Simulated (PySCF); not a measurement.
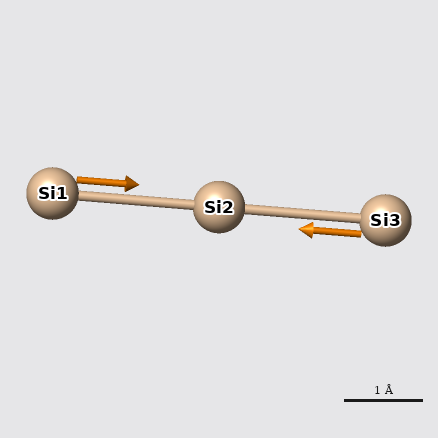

Arrows show the forces on the atoms, 2 Å of arrow for 1 eV/Å; forces under a tenth of the largest aren't drawn. Level of theory: RHF/cc-pVDZ (PySCF).

List the force components in the frame of the picture (x right, y up, z towards the viewer), in eV/Å.

```
atom     Fx     Fy     Fz
 Si1   0.40  −0.03  −0.06
 Si2   0.00   0.00   0.00
 Si3  −0.40   0.03   0.06
```
